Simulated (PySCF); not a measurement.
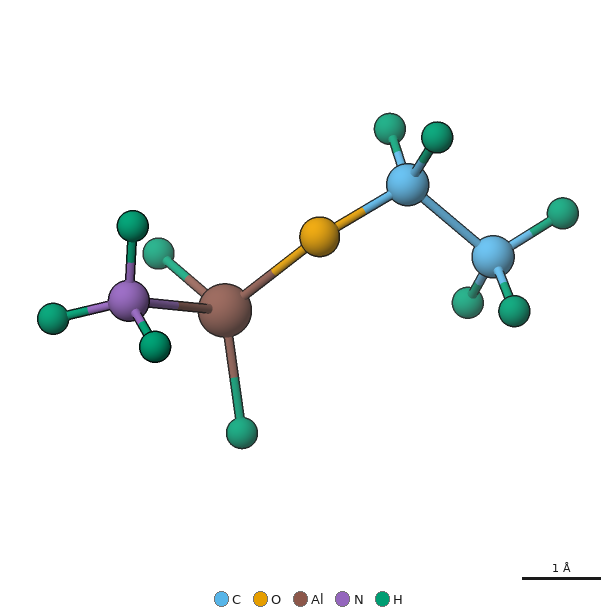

Ball-and-stick drawing of a structure. Every bond is drawn as one stick, whatever its order.

Computed geometry: PBE0-D3(BJ)/def2-SVP optimisation. No frequency run is at hand to confirm it as a minimum.

**Which formula does it have?**

C2H10AlNO, 15 atoms: 2 carbon, 10 hydrogen, 1 aluminium, 1 nitrogen and 1 oxygen.

**How many bonds of each kind are drawn?**

5 C–H, 3 N–H, 2 Al–H, 1 C–C, 1 C–O, 1 Al–O, 1 Al–N.

**What is the point group of this geometry?**

C1.

The parts below concern this one geometry. Atoms keep their numbers from picture to picture.

### Shape

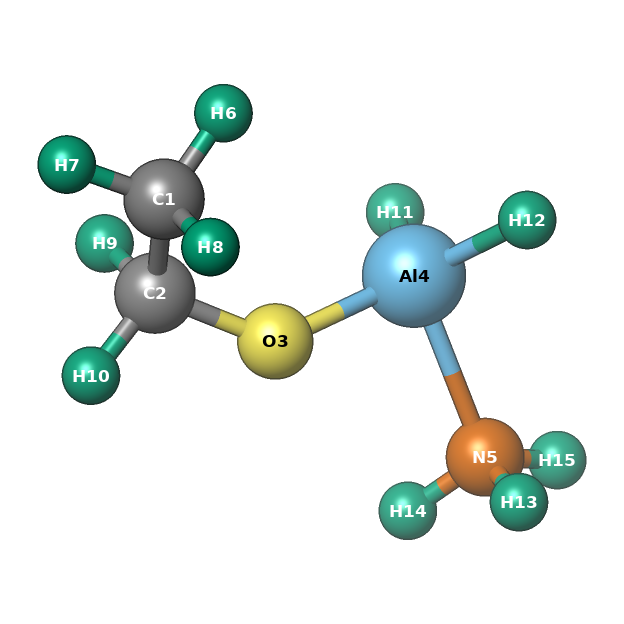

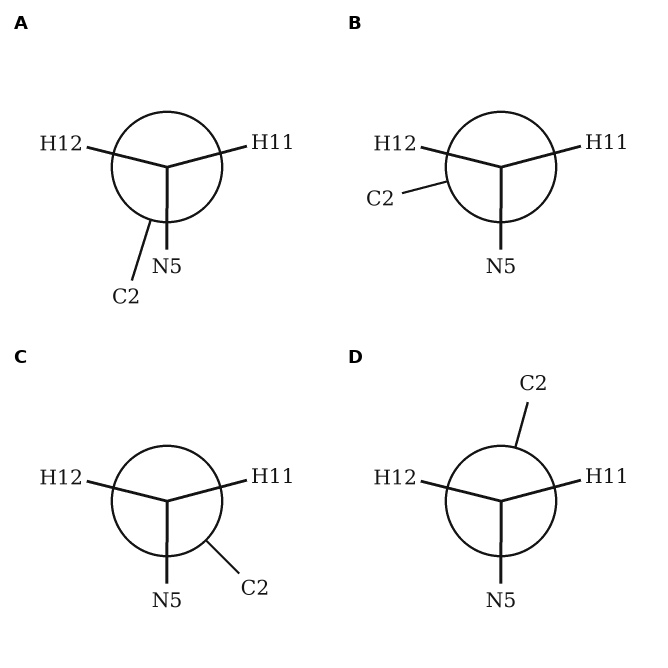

Depth is shown by fading: the farther an atom, the more it takes the colour of the background. Bonds that would overlap in a projection are set slightly apart. No frequency run is at hand to confirm it as a minimum.

**Which Newman projection shows the view along Al4–O3, with Al4 in front?**

D. The torsion angle N5–Al4–O3–C2 is −165°, antiperiplanar (anti).

### Bond orders

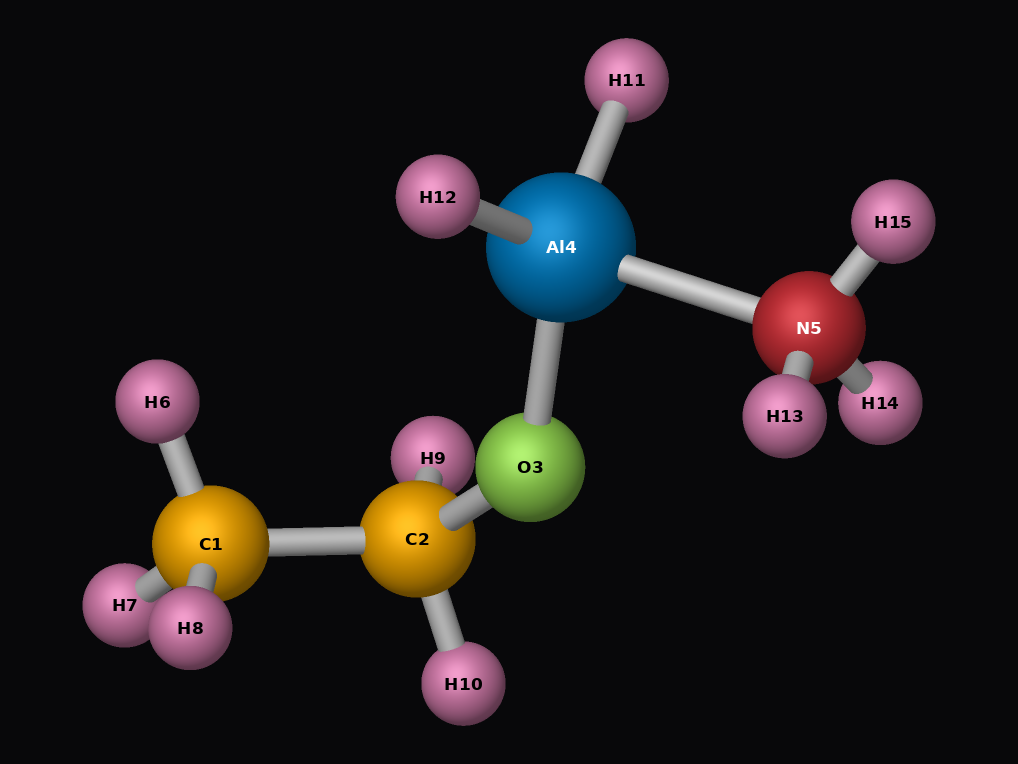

Every bond is drawn as one stick. No frequency run is at hand to confirm it as a minimum. Method: PBE0/6-31G (PySCF 2.14.0).

List the Mayer bond orders of C1–C2, C1–H6, C1–H7, C1–H8, C2–O3, C2–H9, C2–H10, O3–Al4, Al4–N5, Al4–H11, Al4–H12, N5–H13, N5–H14, N5–H15.

| bond | Mayer order | length (Å) |
| --- | --- | --- |
| C1–C2 | 0.94 | 1.519 |
| C1–H6 | 0.94 | 1.103 |
| C1–H7 | 0.94 | 1.102 |
| C1–H8 | 0.94 | 1.101 |
| C2–O3 | 0.88 | 1.386 |
| C2–H9 | 0.92 | 1.111 |
| C2–H10 | 0.93 | 1.108 |
| O3–Al4 | 0.63 | 1.742 |
| Al4–N5 | 0.31 | 2.047 |
| Al4–H11 | 0.87 | 1.607 |
| Al4–H12 | 0.87 | 1.604 |
| N5–H13 | 0.82 | 1.021 |
| N5–H14 | 0.81 | 1.022 |
| N5–H15 | 0.82 | 1.020 |

### NMR shielding

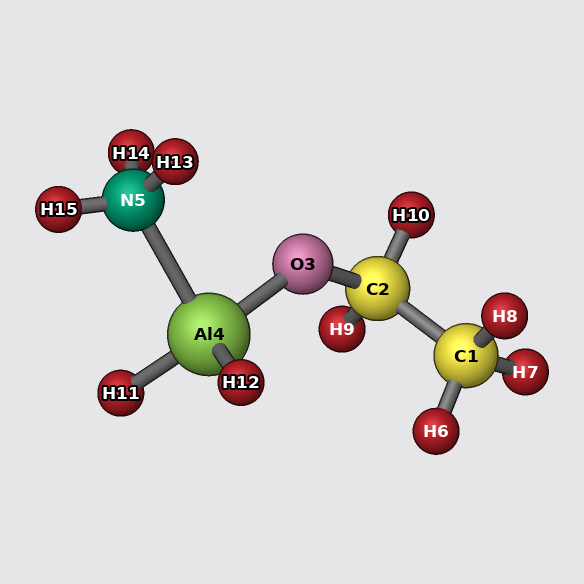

No frequency run is at hand to confirm it as a minimum. Method: GIAO WP04/pcSseg-1 NMR shielding, non-relativistic, gas phase (PySCF 2.14.0). Principal shieldings σ11 ≤ σ22 ≤ σ33, span Ω = σ33 − σ11, skew κ = 3(σiso − σ22)/Ω.

Give the shielding tensors of the Al atoms.

```csv
atom,σ11,σ22,σ33,σiso,Ω,κ
Al4,413.5,468.8,496.9,459.8,83.4,−0.32
```

Shieldings and span in ppm.

### Electronic properties

No frequency run is at hand to confirm it as a minimum. Properties computed with ωB97X-D/pcSseg-1, gas phase (PySCF 2.14.0).

**Give the LUMO energy (Kohn–Sham orbital) at this level.**

1.98 eV.

**Give the HOMO energy (Kohn–Sham orbital) at this level.**

−8.59 eV.

**Estimate the dipole moment.**

4.68 D.
